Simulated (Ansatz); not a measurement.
# Pt (Fm-3m): convergence test of the k-point mesh from a Python script

How fine a k-point mesh does Pt (Fm-3m) need? Aim: a convergence test of the k-point mesh, for Pt (Fm-3m), run from a script.

All numbers are computed with the Python package of Ansatz 0.2.0. Level of theory: DFT PBE, plane waves, PAW.

## 1. The system

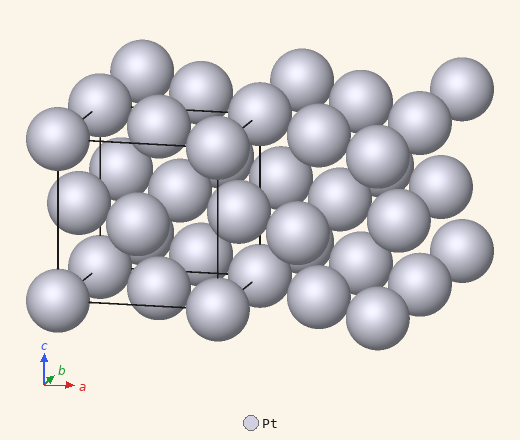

The structure that the script starts from, seen slightly off an axis (platinum light grey). 2×2×1 cells are drawn. The cell is the conventional one. Atoms on cell faces are repeated.

The script holds or builds the structure itself.

## 2. The code

File pt_kconv.py:

```python
'''k-point test for Pt.'''

import warnings

import ansatz as az
import matplotlib.pyplot as plt

warnings.simplefilter('ignore', az.DeckWarning)

cell = (
    az.Lattice.of([0.0, 1.9609, 1.9609], [1.9609, 0.0, 1.9609], [1.9609, 1.9609, 0.0])
    .atom('Pt', [0.0, 0.0, 0.0])
)

base = cell.calculation().occupations('Gaussian', width=0.1)

rows = []
for value in [1.0, 0.6, 0.4, 0.3]:
    rep = base.kpoints(spacing=value).run(threads=1, backend='cpu').report
    rows.append((value, rep['free_energy_ev'] / len(rep['lattice']['sites']), rep['n_iterations'], rep['n_kpoints']))

print('spacing (1/A)   F/atom (eV)    iterations      k-points')
for row in rows:
    print(f'{str(row[0]):>12s}  {row[1]:12.5f}  {row[2]:12d}  {row[3]:12d}')

# differences from the last row
for row in rows[:-1]:
    shift = 1000 * (row[1] - rows[-1][1])
    print(f'{row[0]}: {shift:+.2f} meV/atom' + ('  (within 1 meV)' if abs(shift) < 1 else ''))
plt.figure(figsize=(4.5, 3))
plt.plot([str(row[0]) for row in rows], [1000 * (row[1] - rows[-1][1]) for row in rows], 'o-')
plt.xlabel('spacing (1/A)')
plt.ylabel('F - F(last) (meV/atom)')
plt.tight_layout()
plt.savefig('kconv.png', dpi=100)
```

## 3. Running it

Launch:

```console
$ python pt_kconv.py
```

The log of the run:

```text
spacing (1/A)   F/atom (eV)    iterations      k-points
         1.0  -12522.36141             6             4
         0.6  -12522.69469             6            10
         0.4  -12522.96647             6            20
         0.3  -12522.98576             6            47
1.0: +624.36 meV/atom
0.6: +291.07 meV/atom
0.4: +19.29 meV/atom
```

It took 4.2 s on 1 thread, shared host.

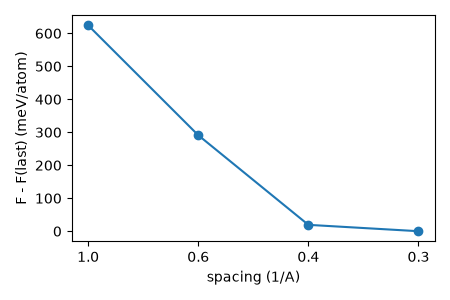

kconv.png, as the script drew it.

## 4. What each run gave

One row for each of the 4 runs:

| run | k spacing | energy from run 4 (meV/atom) | SCF cycles | CPU time (s) |
| --- | --- | --- | --- | --- |
| 1 | 1 | 624.36 | 6 | 0.32 |
| 2 | 0.6 | 291.07 | 6 | 0.33 |
| 3 | 0.4 | 19.29 | 6 | 0.49 |
| 4 | 0.3 | 0.00 | 6 | 0.83 |

Energies are free energies F = E - TS of the smeared occupations. 

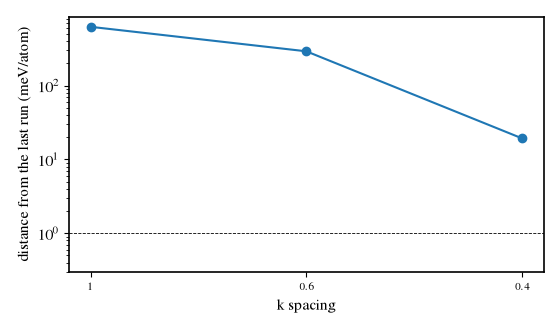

How far each run lies from the last one; the dashed line marks 1 meV/atom.

## 5. What came out

| quantity | value |
| --- | --- |
| runs compared | 4 |
| last run but one, from the last | +19.29 meV/atom |
| within 5 meV/atom of the last run from | no earlier run |

The last two runs still differ by 19.3 meV/atom, so the sweep hasn't reached convergence. Notes:
- The free energy holds a sizeable smearing term, which stands for no physical temperature.
- Spin-orbit coupling, which matters for elements this heavy, is left out.
- No functional is typed, so the default, PBE, holds.
- Shifts are counted from the finest mesh, which is itself no proven limit.
